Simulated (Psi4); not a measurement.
# UMN15/6-31G(d) (spherical functions, sweep point 3) run of O2F (SMILES [O]OF)

Aim: the energy change on altering one bond length of O2F at UMN15/6-31G* (spherical functions, sweep point 3), from 2 runs. 

The calculation is run with Psi4 1.11.

1 further run of the same task is left out (it didn't finish).

## Step 1: Starting point

The species is O2F (3 atoms), meant as a doublet with charge 0. As SMILES, `[O]OF`. Geometry: relaxed at GFN2-xTB.

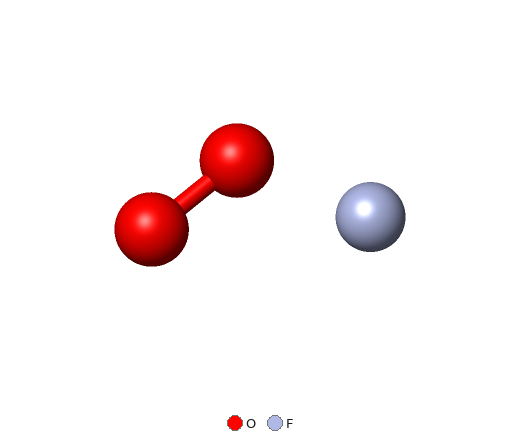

Viewed from a chosen angle; oxygen red, fluorine light blue.

## Step 2: The energy at UMN15/6-31G(d) (spherical functions, sweep point 3)

The input, job.in:

```
memory 1.6 GB

molecule system {
  0 2
  O      0.949760    -0.292600     0.491570
  O      0.124690     0.486900     0.122000
  F     -1.074440    -0.194290    -0.613560
  symmetry c1
}

set basis 6-31G*
set reference uks
set puream true
set scf_type pk
set dft_radial_points 99
set dft_spherical_points 590
set maxiter 150

e_tot, wfn = energy('mn15', return_wfn=True)
```

Started as:

```sh
psi4 -n 1 job.in job.out
```

job.out:

```text
[...]
  Running in c1 symmetry.
[...]
  Nuclear repulsion =   69.253937683562086
[...]
  Multiplicity = 2
[...]
  Nalpha       = 13
  Nbeta        = 12
[...]
    Number of basis functions: 42
[...]
   @UKS iter   1:  -249.70997068079959   -3.87298e-01   1.20457e-02 DIIS/ADIIS
[...]
   @UKS iter  13:  -249.80436196637243   -7.11938e-09   5.10612e-07 DIIS
[...]
   @S^2 Observed:                7.815821648E-01
[...]
    Orbital Energies [Eh]
    ---------------------
    Alpha Occupied:
       1A    -24.297275     2A    -19.093739     3A    -19.007085
       4A     -1.404363     5A     -1.175095     6A     -0.884814
       7A     -0.660494     8A     -0.652111     9A     -0.637221
      10A     -0.453908    11A     -0.439752    12A     -0.406558
      13A     -0.365478
    Alpha Virtual:
      14A     -0.085643    15A      0.248978    16A      0.776680
      17A      0.783071    18A      0.822332    19A      0.836378
      20A      0.894578    21A      0.911470    22A      1.019675
      23A      1.222042    24A      1.269866    25A      1.286532
[...]
  @UKS Final Energy:  -249.80436196637243
   => Energetics <=
    Nuclear Repulsion Energy =             69.2539376835620857
    One-Electron Energy =                -483.0756205410412463
    Two-Electron Energy =                 179.6577861357823167
    DFT Exchange-Correlation Energy =     -15.6404652446755730
    Empirical Dispersion Energy =           0.0000000000000000
    VV10 Nonlocal Energy =                  0.0000000000000000
    Total Energy =                       -249.8043619663724257
[...]
 Multipole Moments:
 ------------------------------------------------------------------------------------
     Multipole            Electronic (a.u.)      Nuclear  (a.u.)        Total (a.u.)
 ------------------------------------------------------------------------------------
 L = 1.  Multiply by 2.5417464519 to convert [e a0] to [Debye]
 Dipole X            :         -0.6773475            1.1049693            0.4276218
 Dipole Y            :          0.0032260            0.1743288            0.1775548
 Dipole Z            :         -0.0000000            0.0000000           -0.0000000
 Magnitude           :                                                    0.4630185
[...]
```

Run time: 9 s. Hardware: 1 thread of Intel Xeon Platinum 8488C (Sapphire Rapids), shared host; peak memory 0.69 GiB.

## Step 3: The distorted shape

The input, job.inp:

```
memory 1.6 GB

molecule mol {
  0 2
  O      1.362320    -0.682373     0.676366
  O      0.124690     0.486900     0.122000
  F     -1.074440    -0.194290    -0.613560
  symmetry c1
}

set basis 6-31G*
set reference uks
set puream true
set scf_type pk
set dft_radial_points 99
set dft_spherical_points 590
set maxiter 150

result, w = energy("mn15", return_wfn=True)
```

Started as:

```sh
psi4 -n 1 job.inp job.out
```

job.out:

```text
[...]
  Running in c1 symmetry.
[...]
  Nuclear repulsion =   56.898057474478222
[...]
  Multiplicity = 2
[...]
  Nalpha       = 13
  Nbeta        = 12
[...]
    Number of basis functions: 42
[...]
   @UKS iter   1:  -249.43230906528873   -8.37804e-01   1.72884e-02 ADIIS/DIIS
[...]
   @UKS iter  21:  -249.68838217142277   -1.85682e-08   6.03020e-07 DIIS
[...]
   @S^2 Observed:                1.082237581E+00
[...]
    Orbital Energies [Eh]
    ---------------------
    Alpha Occupied:
       1A    -24.357136     2A    -19.039720     3A    -19.012258
       4A     -1.245001     5A     -1.083743     6A     -0.962833
       7A     -0.570829     8A     -0.532913     9A     -0.521449
      10A     -0.498270    11A     -0.462076    12A     -0.450731
      13A     -0.403179
    Alpha Virtual:
      14A     -0.150073    15A     -0.085444    16A      0.766938
      17A      0.792008    18A      0.856480    19A      0.921008
      20A      0.938624    21A      0.964573    22A      1.022204
      23A      1.211824    24A      1.223145    25A      1.257347
[...]
  @UKS Final Energy:  -249.68838217142277
   => Energetics <=
    Nuclear Repulsion Energy =             56.8980574744782217
    One-Electron Energy =                -458.9436343033318053
    Two-Electron Energy =                 167.8683607385691232
    DFT Exchange-Correlation Energy =     -15.5111660811382954
    Empirical Dispersion Energy =           0.0000000000000000
    VV10 Nonlocal Energy =                  0.0000000000000000
    Total Energy =                       -249.6883821714227736
[...]
 Multipole Moments:
 ------------------------------------------------------------------------------------
     Multipole            Electronic (a.u.)      Nuclear  (a.u.)        Total (a.u.)
 ------------------------------------------------------------------------------------
 L = 1.  Multiply by 2.5417464519 to convert [e a0] to [Debye]
 Dipole X            :         -0.9932109            1.2390953            0.2458844
 Dipole Y            :         -0.0474056            0.0577548            0.0103492
 Dipole Z            :         -0.0000000            0.0000000           -0.0000000
 Magnitude           :                                                    0.2461021
[...]
```

It took 13 s on 1 thread of Intel Xeon Platinum 8488C (Sapphire Rapids), shared host; peak memory 0.67 GiB.

## Step 4: Results

Level: UMN15/6-31G* (spherical functions, sweep point 3).

| quantity | value |
| --- | --- |
| first shape: total energy | -249.80436 Eh |
| first shape: dipole moment | 1.18 D |
| first shape: HOMO energy (highest over α and β) | -9.95 eV |
| first shape: LUMO energy (lowest over α and β) | -3.14 eV |
| first shape: ⟨S²⟩ | 0.782 |
| distorted shape: total energy | -249.68838 Eh |
| distorted shape: dipole moment | 0.63 D |
| distorted shape: HOMO energy (highest over α and β) | -10.89 eV |
| distorted shape: LUMO energy (lowest over α and β) | -4.08 eV |
| distorted shape: ⟨S²⟩ | 1.082 |
| energy change with the O1–O2 bond stretched from 1.194 to 1.791 Å | 3.156 eV |

With the O1–O2 bond stretched from 1.194 to 1.791 Å the energy rises by 3.16 eV (73 kcal/mol). The first shape isn't relaxed at this level, so the change isn't measured from a minimum. ⟨S²⟩ (distorted shape) is 1.08 where a pure doublet has 0.75: the reference is spin-contaminated.
